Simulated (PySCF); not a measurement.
**C₆H₉ClSi: density, localisation and related maps**

```xyz
17

C     3.1420   -0.5583    1.0034
C     1.9120   -0.3321    0.6663
C     0.6812   -0.0698    0.3535
C    -0.1555   -0.8973   -0.6006
C    -1.6229   -0.7345   -0.2074
C    -1.9018    0.7495    0.0424
Si   -0.3754    1.3564    1.0062
Cl    0.2627    3.1884    0.4310
H     3.9681   -0.1404    0.4509
H     3.3946   -1.1778    1.8489
H    -0.0054   -0.5172   -1.6155
H     0.1486   -1.9450   -0.5856
H    -2.2779   -1.1386   -0.9816
H    -1.8068   -1.2931    0.7130
H    -1.9908    1.2739   -0.9107
H    -2.8468    0.8798    0.5656
H    -0.5330    1.3679    2.4599
```

Geometry: GFN2-xTB.

All numbers below come from PBE0/pcSseg-1, SCF density, gas phase, non-relativistic (PySCF).

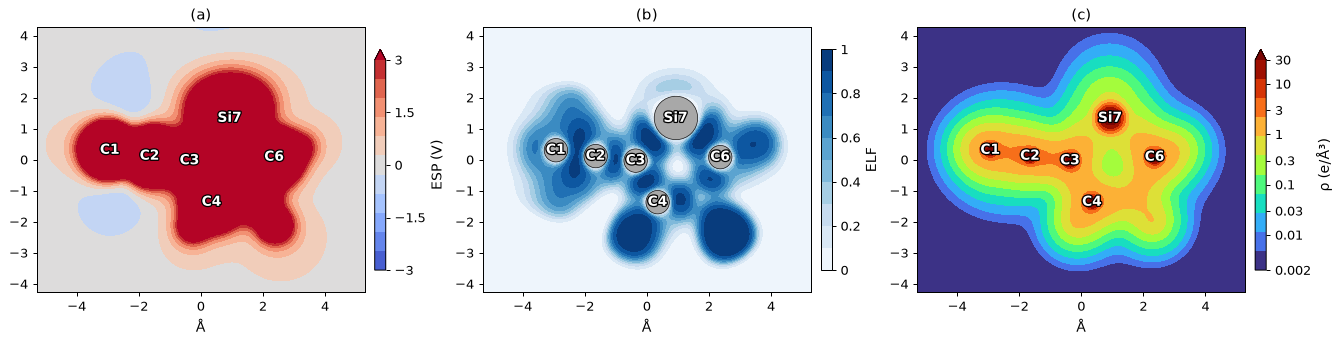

Figure 1. (a) electrostatic potential; (b) ELF; (c) electron density on the plane of atoms C3, Si7 and C6. Grey discs cover the atomic cores in the ELF map.

What do the fields say about this system?

- The section cuts through C and Si sites.
- C–C (1.30 Å): ρ at the midpoint is about 2.4 e/Å³; the ELF peaks at about 0.90 between the atoms (a short, multiple covalent bond).
- C–Si (1.89 Å): the density is about 0.91 e/Å³ at the midpoint; the ELF peaks at about 0.95 between the atoms: a covalent bond.
- Outside the dense part of the molecule the potential is most negative (−0.7 V) near C1.

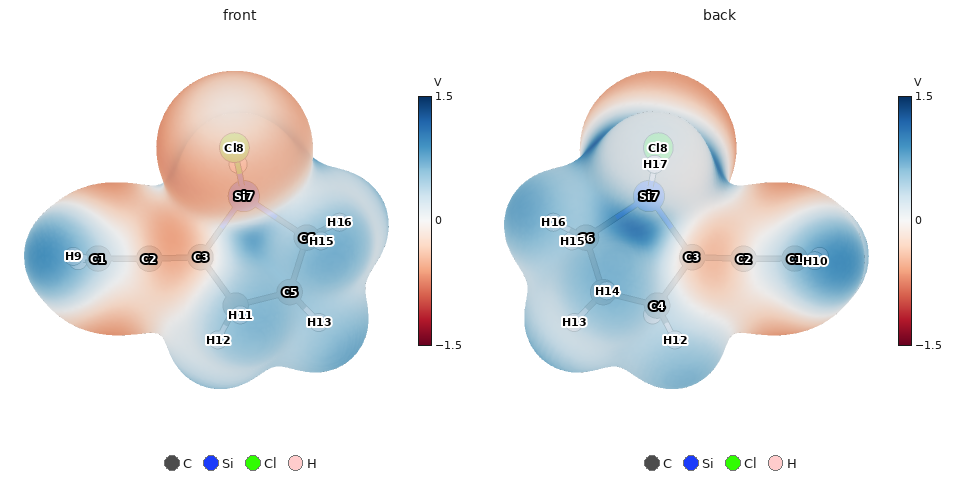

Figure 2. The electrostatic potential painted on the density surface at 0.002 e/bohr³, seen from the front and from behind; the colour scale runs from red (negative) to blue (positive).

Describe the electrostatic potential map.

The most negative region (about −0.7 V) lies over C1 and Cl8, the most positive (about +1.0 V) over Si7.
